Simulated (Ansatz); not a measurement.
**Run report: Si₄H₁₂ClF, geometry relaxation (part 1 of 3)**

Si₄H₁₂ClF, computed with RKS PBE0-D4/def2-SVP (Ansatz 0.2.0).

The input holds or restrains some coordinates. Figures and captions count atoms from 1; the log counts them from 0 in places.

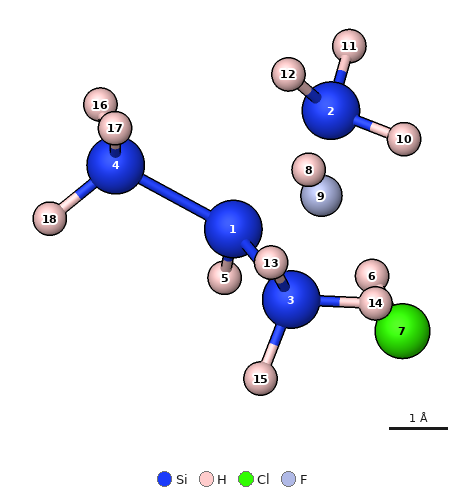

Figure 1. The structure as given in the input (ball-and-stick view, seen at a tilt; atoms are numbered from 1 in the order of the input). Bond lengths as drawn: Cl–H 1.30 Å, H–Si 1.46 to 1.47 Å and Si–Si 2.34 Å.

## Input
```yaml
crystal:
  periodic: [false, false, false]
  atoms:
    - {symbol: Si, position_ang: [-0.643900, -0.265500, 0.148500]}
    - {symbol: Si, position_ang: [1.958700, -0.083400, -0.327600]}
    - {symbol: Si, position_ang: [-1.374000, 1.652100, -0.973400]}
    - {symbol: Si, position_ang: [-1.117100, -2.389200, -0.707400]}
    - {symbol: H, position_ang: [-1.091100, -0.240600, 1.550300]}
    - {symbol: H, position_ang: [0.723200, 1.482000, 2.712200]}
    - {symbol: Cl, position_ang: [0.149500, 2.607300, 2.422700]}
    - {symbol: H, position_ang: [1.264100, -0.180300, 1.245700]}
    - {symbol: F, position_ang: [1.342100, -0.077300, 2.539500]}
    - {symbol: H, position_ang: [2.217900, 1.334300, -0.581000]}
    - {symbol: H, position_ang: [3.211300, -0.680000, 0.148300]}
    - {symbol: H, position_ang: [1.728600, -0.714500, -1.635700]}
    - {symbol: H, position_ang: [-1.399800, 1.363200, -2.412200]}
    - {symbol: H, position_ang: [-0.525900, 2.822900, -0.774800]}
    - {symbol: H, position_ang: [-2.744500, 1.994100, -0.585900]}
    - {symbol: H, position_ang: [-0.247100, -3.433500, -0.164500]}
    - {symbol: H, position_ang: [-0.951200, -2.399400, -2.163700]}
    - {symbol: H, position_ang: [-2.500700, -2.792100, -0.440900]}
basis:
  gaussian: {orbitals: def2-SVP}
hamiltonian: {xc: pbe0, dispersion: d4}
relax: {f_tol: 0.04, max_steps: 150, escape_saddle: false, constraints: [{distance: [0, 6]}, {distance: [5, 8]}, {distance: [1, 7]}, {distance: [0, 1]}, {distance: [5, 6]}, {distance: [7, 8]}]}
```

Hardware: 5 CPU threads, shared host.

Run as:
```bash
ansatz run in.yaml --threads 5 --pin off --events-out ev --progress --plain --max-ram 66560MiB --backend cuda --devices 0, --max-vram 37GiB
```

## Output
```
Functional definition: PBE0
  name "PBE0"
  cite "Adamo & Barone, J. Chem. Phys. 110, 6158 (1999) doi:10.1063/1.478522"
  cite "Perdew, Burke & Ernzerhof, Phys. Rev. Lett. 77, 3865 (1996) doi:10.1103/PhysRevLett.77.3865"
  parent pbe
  parameter a = 0.25
  parameter kappa = 0.804
  parameter beta = 0.06672455060314922
  exchange = (1 - a)*pbe_x(kappa = kappa, mu = beta*pi^2/3) + a*exact_x
  correlation = pbe_c(beta = beta)
1675 factors; integrals over basis functions are off by at most 5.1e-4 eV
mean field evaluation 1: about -46904.5314 eV, gradient 3.5e1 eV
mean field evaluation 2: about -46892.4569 eV, gradient 8.8e1 eV
mean field evaluation 4: about -46907.0217 eV, gradient 3.1e0 eV
mean field evaluation 8: about -46907.0571 eV, gradient 1.6e-1 eV
mean field evaluation 16: about -46907.0571 eV, gradient 5.6e-5 eV
mean field -46907.05714575 eV, -1723.8025553612 hartree, gradient 5.6e-5 eV, S^2 0.000000; 0 other end points of the search recorded, 0 dependent functions left out
the calculation of the forces begins
reference -46907.05718197 eV, -1723.8025566921 hartree; 47, 47 occupied and 117, 117 virtual orbitals, 1675 factors
relax step   1: F+E_penalty+E_count = -46907.50974834 eV  Δ(F+E_penalty+E_count) = +0.000e0 eV  max|allowed force component| = 5.770e-1 eV/Å  Δτ_max = 0.0000 Å  (27 SCF iters, accepted)
  distance Si 0 - Cl 6 held at 3.748926 Å   reaction = +1.5311e-1 eV/Å
  distance H 5 - F 8 held at 1.686499 Å   reaction = +1.0585e-1 eV/Å
  distance Si 1 - H 7 held at 1.722536 Å   reaction = -1.1935e0 eV/Å
  distance Si 0 - Si 1 held at 2.652048 Å   reaction = +9.7136e-1 eV/Å
  distance H 5 - Cl 6 held at 1.295856 Å   reaction = -7.9513e-1 eV/Å
  distance H 7 - F 8 held at 1.300235 Å   reaction = +2.6897e0 eV/Å
these checks for a lower state are left out or cut short: starts, cluster_reference, orbital_swaps, neighbouring_geometries, increment
1675 factors; integrals over basis functions are off by at most 5.7e-4 eV
mean field -46907.36211648 eV, -1723.8137628287 hartree, gradient 7.3e-6 eV, S^2 0.000000; 0 other end points of the search recorded, 0 dependent functions left out
[... from here on the field's lines of each further geometry are left out, up to the last ...]
relax step   2: F+E_penalty+E_count = -46907.82233570 eV  Δ(F+E_penalty+E_count) = -3.126e-1 eV  max|allowed force component| = 3.500e-1 eV/Å  Δτ_max = 0.1957 Å  (30 SCF iters, accepted)
relax step   3: F+E_penalty+E_count = -46907.88724443 eV  Δ(F+E_penalty+E_count) = -6.491e-2 eV  max|allowed force component| = 1.960e-1 eV/Å  Δτ_max = 0.1318 Å  (29 SCF iters, accepted)
relax step   4: F+E_penalty+E_count = -46907.93945525 eV  Δ(F+E_penalty+E_count) = -5.221e-2 eV  max|allowed force component| = 1.411e-1 eV/Å  Δτ_max = 0.1977 Å  (30 SCF iters, accepted)
relax step   5: F+E_penalty+E_count = -46907.97800144 eV  Δ(F+E_penalty+E_count) = -3.855e-2 eV  max|allowed force component| = 2.522e-1 eV/Å  Δτ_max = 0.1967 Å  (30 SCF iters, accepted)
relax step   6: F+E_penalty+E_count = -46907.98634397 eV  Δ(F+E_penalty+E_count) = -8.343e-3 eV  max|allowed force component| = 3.774e-1 eV/Å  Δτ_max = 0.1998 Å  (30 SCF iters, accepted)
relax step   7: F+E_penalty+E_count = -46908.02823892 eV  Δ(F+E_penalty+E_count) = -4.189e-2 eV  max|allowed force component| = 1.582e-1 eV/Å  Δτ_max = 0.0953 Å  (28 SCF iters, accepted)
relax step   8: F+E_penalty+E_count = -46908.03328213 eV  Δ(F+E_penalty+E_count) = -5.043e-3 eV  max|allowed force component| = 7.523e-2 eV/Å  Δτ_max = 0.0959 Å  (29 SCF iters, accepted)
relax step   9: F+E_penalty+E_count = -46908.04687349 eV  Δ(F+E_penalty+E_count) = -1.359e-2 eV  max|allowed force component| = 4.732e-2 eV/Å  Δτ_max = 0.1076 Å  (29 SCF iters, accepted)
relax step  10: F+E_penalty+E_count = -46908.06287029 eV  Δ(F+E_penalty+E_count) = -1.600e-2 eV  max|allowed force component| = 2.248e-1 eV/Å  Δτ_max = 0.1954 Å  (30 SCF iters, accepted)
relax step  11: F+E_penalty+E_count = -46908.08150332 eV  Δ(F+E_penalty+E_count) = -1.863e-2 eV  max|allowed force component| = 2.591e-1 eV/Å  Δτ_max = 0.1018 Å  (29 SCF iters, accepted)
relax step  12: F+E_penalty+E_count = -46908.11635392 eV  Δ(F+E_penalty+E_count) = -3.485e-2 eV  max|allowed force component| = 3.201e-1 eV/Å  Δτ_max = 0.1988 Å  (28 SCF iters, accepted)
relax step  13: F+E_penalty+E_count = -46908.13915357 eV  Δ(F+E_penalty+E_count) = -2.280e-2 eV  max|allowed force component| = 3.567e-1 eV/Å  Δτ_max = 0.1426 Å  (28 SCF iters, accepted)
relax step  14: F+E_penalty+E_count = -46908.15084737 eV  Δ(F+E_penalty+E_count) = -1.169e-2 eV  max|allowed force component| = 2.299e-1 eV/Å  Δτ_max = 0.1190 Å  (24 SCF iters, accepted)
relax step  15: F+E_penalty+E_count = -46908.17669138 eV  Δ(F+E_penalty+E_count) = -2.584e-2 eV  max|allowed force component| = 1.381e-1 eV/Å  Δτ_max = 0.1999 Å  (26 SCF iters, accepted)
relax step  16: F+E_penalty+E_count = -46908.18470502 eV  Δ(F+E_penalty+E_count) = -8.014e-3 eV  max|allowed force component| = 1.361e-1 eV/Å  Δτ_max = 0.0865 Å  (23 SCF iters, accepted)
relax step  17: F+E_penalty+E_count = -46908.19901853 eV  Δ(F+E_penalty+E_count) = -1.431e-2 eV  max|allowed force component| = 2.799e-1 eV/Å  Δτ_max = 0.1950 Å  (26 SCF iters, accepted)
relax step  18: F+E_penalty+E_count = -46908.21771317 eV  Δ(F+E_penalty+E_count) = -1.869e-2 eV  max|allowed force component| = 3.529e-1 eV/Å  Δτ_max = 0.1949 Å  (26 SCF iters, accepted)
relax step  19: F+E_penalty+E_count = -46908.24535823 eV  Δ(F+E_penalty+E_count) = -2.765e-2 eV  max|allowed force component| = 3.744e-1 eV/Å  Δτ_max = 0.1947 Å  (26 SCF iters, accepted)
relax step  20: F+E_penalty+E_count = -46908.27214946 eV  Δ(F+E_penalty+E_count) = -2.679e-2 eV  max|allowed force component| = 3.714e-1 eV/Å  Δτ_max = 0.1946 Å  (26 SCF iters, accepted)
relax step  21: F+E_penalty+E_count = -46908.29130821 eV  Δ(F+E_penalty+E_count) = -1.916e-2 eV  max|allowed force component| = 2.764e-1 eV/Å  Δτ_max = 0.1954 Å  (26 SCF iters, accepted)
relax step  22: F+E_penalty+E_count = -46908.31192026 eV  Δ(F+E_penalty+E_count) = -2.061e-2 eV  max|allowed force component| = 1.156e-1 eV/Å  Δτ_max = 0.1997 Å  (25 SCF iters, accepted)
relax step  23: F+E_penalty+E_count = -46908.31671242 eV  Δ(F+E_penalty+E_count) = -4.792e-3 eV  max|allowed force component| = 6.076e-2 eV/Å  Δτ_max = 0.0582 Å  (23 SCF iters, accepted)
relax step  24: F+E_penalty+E_count = -46908.31911912 eV  Δ(F+E_penalty+E_count) = -2.407e-3 eV  max|allowed force component| = 1.095e-1 eV/Å  Δτ_max = 0.0728 Å  (23 SCF iters, accepted)
relax step  25: F+E_penalty+E_count = -46908.32179321 eV  Δ(F+E_penalty+E_count) = -2.674e-3 eV  max|allowed force component| = 5.234e-2 eV/Å  Δτ_max = 0.0501 Å  (24 SCF iters, accepted)
relax step  26: F+E_penalty+E_count = -46908.32294173 eV  Δ(F+E_penalty+E_count) = -1.149e-3 eV  max|allowed force component| = 3.115e-2 eV/Å  Δτ_max = 0.0404 Å  (23 SCF iters, accepted)
relax step  27: F+E_penalty+E_count = -46908.32373262 eV  Δ(F+E_penalty+E_count) = -7.909e-4 eV  max|allowed force component| = 3.094e-2 eV/Å  Δτ_max = 0.0493 Å  (23 SCF iters, accepted)
relax step  28: F+E_penalty+E_count = -46908.32432091 eV  Δ(F+E_penalty+E_count) = -5.883e-4 eV  max|allowed force component| = 2.784e-2 eV/Å  Δτ_max = 0.0511 Å  (23 SCF iters, accepted)
the calculation of the forces begins
reference -46907.83808899 eV, -1723.8312544958 hartree; 47, 47 occupied and 117, 117 virtual orbitals, 1675 factors
relax step  29: F+E_penalty+E_count = -46908.32489275 eV  Δ(F+E_penalty+E_count) = -5.718e-4 eV  max|allowed force component| = 3.567e-2 eV/Å  Δτ_max = 0.0542 Å  (23 SCF iters, accepted)
```

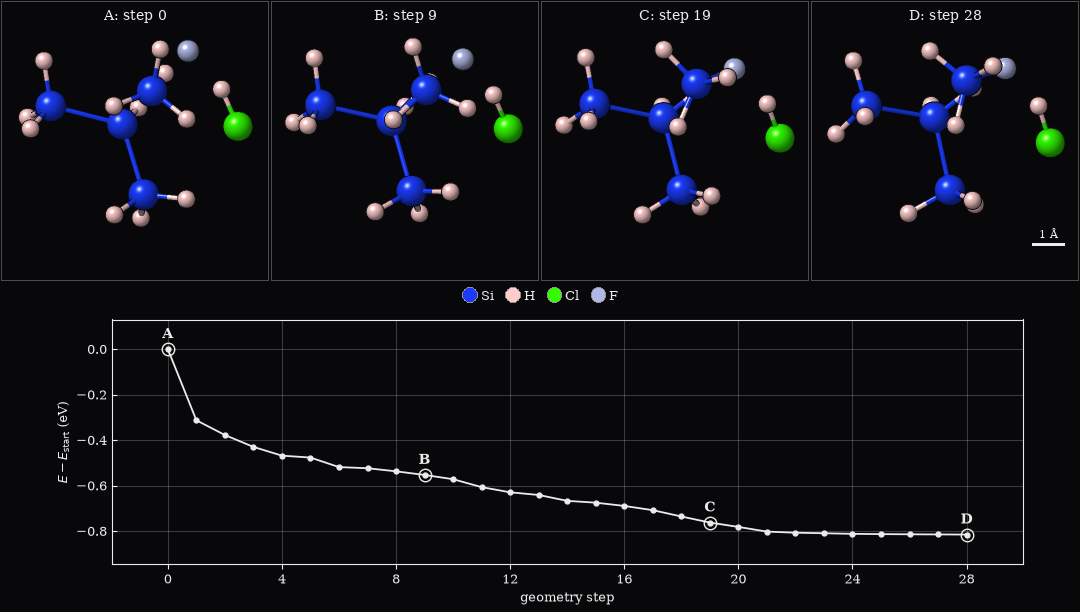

Figure 2. Frames of the restrained relaxation (ball-and-stick view, seen at a tilt) above the curves, on which the letters mark them (the first geometry is step 0 here and step 1 in the log).

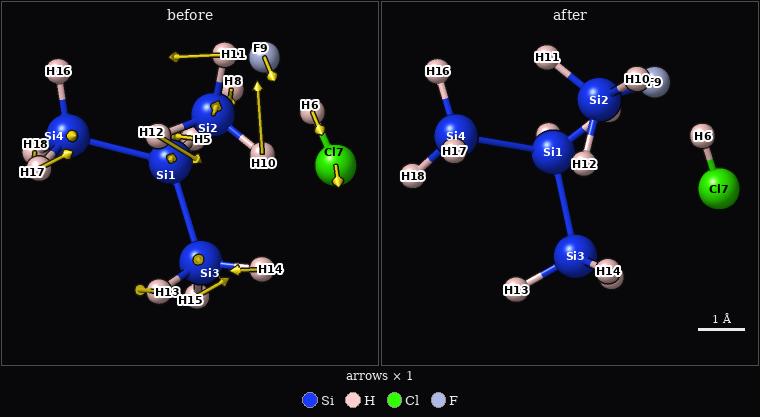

Figure 3. Before (left) and after (right) the restrained relaxation, at one scale (ball-and-stick view, seen at a tilt). The yellow arrows give the displacements, at true length. The atom that moves furthest after the best rigid fit is H10 (1.72 Å). By element the largest moves are H 1.72 Å, F 1.06 Å, Cl 0.77 Å, Si 0.52 Å. Distances before and after: Si2–F9 2.933 → 1.738 Å, Si1–H8 2.203 → 1.606 Å, Si2–H10 1.463 → 1.497 Å, Si1–H5 1.472 → 1.505 Å. New bonds form: Si1–H8 (2.20 → 1.61 Å), Si2–F9 (2.93 → 1.74 Å). Among the angles that change: Si3–Si1–Si4 120.4° → 108.8°, H11–Si2–H12 104.3° → 115.7°, Si1–Si4–H18 112.0° → 108.2°. The energy falls by 0.815 eV in 28 geometry steps. Largest force component: 0.58 eV/Å at the start, 0.036 eV/Å at the end. (Atoms are counted from 1 in the order of the input.)

```
  distance Si 0 - Cl 6 held at 3.748926 Å   reaction = -7.7791e-2 eV/Å
  distance H 5 - F 8 held at 1.686499 Å   reaction = -4.4103e-1 eV/Å
  distance Si 1 - H 7 held at 1.722536 Å   reaction = -8.2898e-1 eV/Å
  distance Si 0 - Si 1 held at 2.652048 Å   reaction = -1.1364e0 eV/Å
  distance H 5 - Cl 6 held at 1.295856 Å   reaction = -1.7147e-1 eV/Å
  distance H 7 - F 8 held at 1.300235 Å   reaction = -3.3763e0 eV/Å
1675 factors; integrals over basis functions are off by at most 6.6e-4 eV
mean field -46907.83805386 eV, -1723.8312532049 hartree, gradient 5.7e-5 eV, S^2 0.000000; 1 other end points of the search recorded, 0 dependent functions left out
the calculation of the forces begins
reference -46907.83808899 eV, -1723.8312544958 hartree; 47, 47 occupied and 117, 117 virtual orbitals, 1675 factors
Total energy: -46908.32492787 eV, -1723.8491454947 hartree
Atom 0 at    -0.685843    -0.362665     0.467657 Å, force    -1.147021    -0.149618     0.081950 eV/Å
Atom 1 at     1.943123    -0.171815     0.175300 Å, force     1.756145    -0.010393    -0.640083 eV/Å
Atom 2 at    -1.667953     1.427280    -0.699873 Å, force    -0.019377     0.030295    -0.032615 eV/Å
Atom 3 at    -0.649385    -2.247481    -0.932149 Å, force    -0.014646    -0.018594     0.003427 eV/Å
Atom 4 at    -1.594881    -0.736652     1.607640 Å, force    -0.000316    -0.007536    -0.002693 eV/Å
Atom 5 at     1.076185     2.049198     1.965489 Å, force    -0.072520     0.261360     0.084337 eV/Å
Atom 6 at     0.254154     3.029276     1.758234 Å, force    -0.084826     0.196527    -0.005183 eV/Å
Atom 7 at     0.637519     0.056727     1.275436 Å, force    -3.530820    -1.082523    -0.719706 eV/Å
Atom 8 at     1.752653     0.518123     1.759381 Å, force     3.074959     0.792173     1.199797 eV/Å
Atom 9 at     3.370551     0.265861     0.062057 Å, force     0.011847     0.000231    -0.004622 eV/Å
Atom 10 at     1.948686    -1.655439     0.222851 Å, force     0.004123    -0.008397    -0.001500 eV/Å
Atom 11 at     1.269518     0.433420    -1.006179 Å, force    -0.005473    -0.000047    -0.004936 eV/Å
Atom 12 at    -2.568545     0.834714    -1.744561 Å, force     0.024561     0.016198     0.035671 eV/Å
Atom 13 at    -0.631804     2.248587    -1.398053 Å, force    -0.024735    -0.021026     0.014773 eV/Å
Atom 14 at    -2.491196     2.281722     0.205931 Å, force     0.019927    -0.018300    -0.021751 eV/Å
Atom 15 at    -0.150999    -3.448331    -0.191571 Å, force     0.000460     0.012478    -0.009590 eV/Å
Atom 16 at     0.232851    -2.018007    -2.119921 Å, force    -0.010649     0.006477     0.017296 eV/Å
Atom 17 at    -2.044536    -2.504416    -1.407569 Å, force     0.018364     0.000694     0.005429 eV/Å
Dipole moment:     0.167219    -0.307908    -0.101404 e Å
```

## Trajectory as extended XYZ (Å, eV, eV/Å), 29 frames, from step=1 to step=29
```
18
Properties=species:S:1:pos:R:3:forces:R:3 step=1 energy=-46907.50975
Si   -0.6439   -0.2655    0.1485    1.1201  -0.0762   0.3712
Si    1.9587   -0.0834   -0.3276   -0.4501   0.2865  -0.8696
Si   -1.3740    1.6521   -0.9734    0.1686  -0.1012  -0.2266
Si   -1.1171   -2.3892   -0.7074    0.0603   0.1596  -0.2764
H    -1.0911   -0.2406    1.5503    0.0116   0.0523   0.3281
H     0.7232    1.4820    2.7122    0.3704  -0.8192  -0.0053
Cl    0.1495    2.6073    2.4227   -0.3598   0.6322  -0.1828
H     1.2641   -0.1803    1.2457   -0.7772   0.0402   3.5770
F     1.3421   -0.0773    2.5395   -0.0082  -0.0540  -2.9075
H     2.2179    1.3343   -0.5810   -0.0460   0.5625   0.0427
H     3.2113   -0.6800    0.1483    0.1794  -0.3898   0.5486
H     1.7286   -0.7145   -1.6357   -0.2407  -0.2613  -0.4658
H    -1.3998    1.3632   -2.4122    0.0293  -0.2096  -0.5278
H    -0.5259    2.8229   -0.7748    0.4617   0.3477   0.2188
H    -2.7445    1.9941   -0.5859   -0.5221  -0.0553   0.3363
H    -0.2471   -3.4335   -0.1645    0.4545  -0.2579   0.3621
H    -0.9512   -2.3994   -2.1637    0.1253   0.1020  -0.5661
H    -2.5007   -2.7921   -0.4409   -0.5770   0.0415   0.2429
18
Properties=species:S:1:pos:R:3:forces:R:3 step=2 energy=-46907.82234
Si   -0.6354   -0.3009    0.2621    0.9337   0.2393  -0.5367
Si    1.9237   -0.0315   -0.3796   -0.0482  -0.2329  -0.3549
Si   -1.3071    1.5989   -0.9806   -0.0605  -0.1388   0.2822
Si   -1.1012   -2.3768   -0.7500    0.0230   0.1404   0.2876
H    -1.0459   -0.2387    1.6860   -0.0585  -0.0250  -0.0270
H     0.7066    1.4835    2.5835    0.4341  -0.8655   0.0547
Cl    0.1477    2.6445    2.4451   -0.3625   0.6268  -0.1556
H     1.1149   -0.1970    1.1322   -0.2474   0.0513   2.9825
F     1.3269   -0.0751    2.4093   -0.2406   0.0667  -2.2522
H     2.1774    1.4204   -0.5630   -0.0454   0.0305   0.0890
H     3.0805   -0.7321    0.2842   -0.3091   0.1229  -0.1147
H     1.6734   -0.6870   -1.6995   -0.0617   0.0428  -0.0340
H    -1.3362    1.2924   -2.4367    0.0353  -0.0913  -0.0874
H    -0.4128    2.7513   -0.7155    0.0681   0.0697   0.0074
H    -2.6921    1.8820   -0.5082   -0.0728   0.0667  -0.0254
H    -0.1882   -3.3744   -0.1278    0.0229  -0.1321  -0.0161
H    -0.9146   -2.3570   -2.2248    0.0434   0.0861  -0.0767
H    -2.5177   -2.7025   -0.4167   -0.0539  -0.0577  -0.0228
18
Properties=species:S:1:pos:R:3:forces:R:3 step=3 energy=-46907.88724
Si   -0.6439   -0.3076    0.2391    0.9210   0.1684  -0.2134
Si    1.9272   -0.0464   -0.3563   -0.3019  -0.1110  -0.3907
Si   -1.3257    1.6020   -0.9627   -0.0280  -0.0637   0.0876
Si   -1.0988   -2.3871   -0.7481   -0.0148   0.0343   0.0718
H    -1.0815   -0.2563    1.6574    0.0158  -0.0157   0.0209
H     0.8082    1.5474    2.5290    0.3980  -0.8731   0.0581
Cl    0.1172    2.6390    2.4282   -0.3879   0.6256  -0.1384
H     1.0809   -0.2168    1.1343   -0.0308   0.2459   2.8490
F     1.4259   -0.0140    2.3714   -0.4614  -0.0592  -2.1739
H     2.1646    1.4183   -0.4887   -0.0130  -0.0824   0.0667
H     3.0437   -0.7706    0.3284   -0.1731   0.0516  -0.1428
H     1.6559   -0.6725   -1.6927    0.0332   0.1002   0.0390
H    -1.3298    1.2615   -2.4183    0.0005   0.0152   0.0018
H    -0.4155    2.7497   -0.6957   -0.0096  -0.0237  -0.0280
H    -2.7185    1.9078   -0.5103    0.0420   0.0080  -0.0440
H    -0.1944   -3.4173   -0.1511   -0.0256   0.0040  -0.0386
H    -0.8921   -2.3127   -2.2254    0.0021  -0.0015   0.0231
H    -2.5232   -2.7244   -0.4386    0.0335  -0.0226  -0.0484
```
